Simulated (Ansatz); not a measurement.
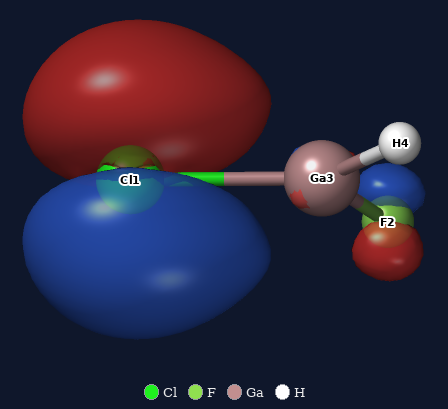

ClFGaH (SMILES [F][GaH][Cl]). The HOMO−1 at ±0.1 Å⁻³ᐟ² (red and blue are the two phases), seen from one side.

Geometry: PBE-D3(BJ)/def2-SVP.

These are results of isolated molecule in a Gaussian basis; Kohn-Sham density functional theory, functional PBE0 in Ansatz 0.2.0, not measurements.

Q: Describe this orbital and give its energy.

A: By Hirshfeld shares it lies mainly on Cl1 (about 90 %) and Ga3 (about 10 %); it changes sign across the molecular plane (π type). Its energy is −9.65 eV.
